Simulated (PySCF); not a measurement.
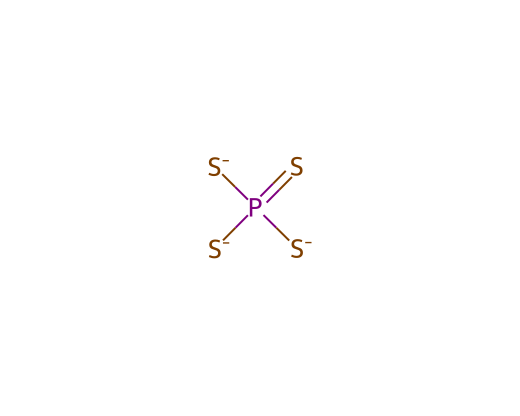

(Drawn from a calculation with PySCF.)

The species has charge −3 and is a spin singlet.

### Transcribe the drawing into SMILES.

S=P([S-])([S-])[S-]

### Give the formula, hydrogens included.

PS4, charge -3.

### An optimisation with PBE0-D3(BJ)/def2-SVP gave a structure of which point group?

Td.
